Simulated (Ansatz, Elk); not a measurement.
Ag2IBr (Pmm2): refractive index against wavelength

The refractive index of Ag2IBr (Pmm2) along x below the direct gap (2.24 eV on the mesh) is read from one computed spectrum, n = √(Re ε). x, y and z are the Cartesian axes of the input cell.

The structure is orthorhombic, space group Pmm2 (No. 25). Conventional cell: a = 4.279 Å, b = 5.937 Å, c = 4.277 Å, α = 90.00°, β = 90.00°, γ = 90.00°. I on site c has 6 Ag at 2.97 to 3.03 Å as nearest neighbours. Ag on site a is surrounded by 2 Br at 2.97 Å and 4 I at 3.02 to 3.03 Å. Ag on site d is surrounded by 2 I at 2.97 Å and 4 Br at 3.02 to 3.03 Å. Br on site b is surrounded by 6 Ag at 2.97 to 3.03 Å.

Method: Elk 11.2.3 (patched build), PBE, independent particles, k-mesh 7×7×6, Lorentzian half width 0.1 eV.

Launch of the response step: `OMP_NUM_THREADS=4 elk`. The run took 2.0 min, its band step included, on 4 threads of Arm Neoverse V2, on a shared host.

```
wavelength (nm)  photon energy E (eV)       n
           3000                 0.413  2.6362
           2000                 0.620  2.6481
           1550                 0.800       ?
           1310                 0.946  2.6781
           1064                 1.165  2.7071
            850                 1.459  2.7605
```

In the single-oscillator model n² − 1 = E₀E_d/(E₀² − E²), so 1/(n² − 1) = E₀/E_d − E²/(E₀E_d) is linear in E².

Working, on the rows shown:

| x = E² (eV²) | y = 1/(n² − 1) |
| --- | --- |
| 0.170801 | 0.16808 |
| 0.384302 | 0.166322 |
| 0.895757 | 0.162016 |
| 1.35784 | 0.158018 |
| 2.12762 | 0.151049 |

Means: x̄ = 0.98727, ȳ = 0.1611. Σ(x − x̄)(y − ȳ) = -0.02154, Σ(x − x̄)² = 2.476. Slope = -0.02154 / 2.476 = -0.008696; intercept = ȳ − slope · x̄ = 0.16968. Turned back into n, the line misses the rows shown by at most 0.0011.

Q: Predict the last column of the withheld row from the fit.

A: At x = 0.63984 the line gives y = 0.16412, that is 2.6633. The run gave 2.6629, so the interpolation is off by 0.0004, 0.3 % of the range in the table.

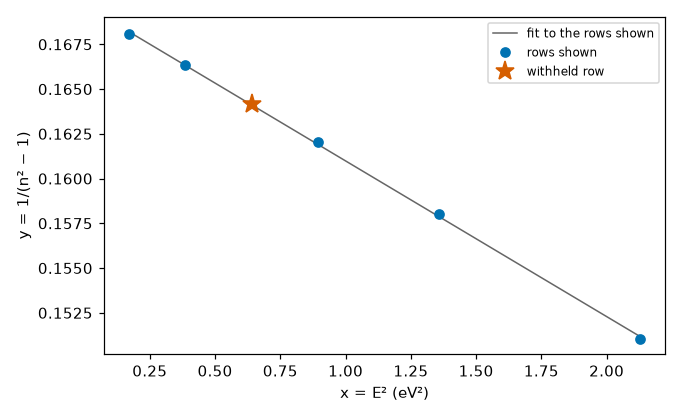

Refitted with all rows, the slope is -0.008703 and the intercept 0.1697. These give E₀ = √(intercept/−slope) = 4.42 eV and E_d = E₀/intercept = 26.0 eV; E₀ is 2.0 times the direct gap. The electronic limit at long wavelengths, without lattice vibrations, is n = √(1 + 1/intercept) = 2.625. The structure is a model and need not exist. Excitons are left out and so are local fields; PBE gaps are as a rule too small. The values come from a sum over the points of one k-mesh and carry its error, which grows as the direct gap shrinks. Spin-orbit coupling is left out.

[Logs are printed without paths, hosts, clocks, repeated set-up lines and the standing remarks that a program may print on its own settings, such as how far it seeks lower states.]
